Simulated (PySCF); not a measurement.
Vertical excitations of a molecule C4H10OSi from TDA-PBE/def2-SVPD in PySCF, as energy in eV (oscillator strength): 5.26 (0.002), 5.71 (0.009), 5.92 (0.048), 6.04 (0.030), 6.16 (0.059), 6.29 (0.014). Lowest triplet (TDA): 5.12 eV. Geometry optimised at B3LYP-D3(BJ)/def2-SVP. One conformer was computed; it need not be the lowest.

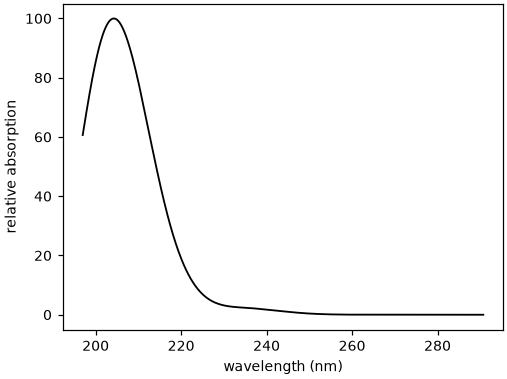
Figure. The lines broadened by 0.4 eV.

Task: Identify the compound among the candidates.
(A) C[C@@]1([SiH3])CCO1
(B) C[C@@H]1[C@@H](O)[C@@H]1[SiH3]
(C) C[C@@H]1COC[SiH2]1
(D) [SiH3]OC1CCC1

Result: A, C[C@@]1([SiH3])CCO1
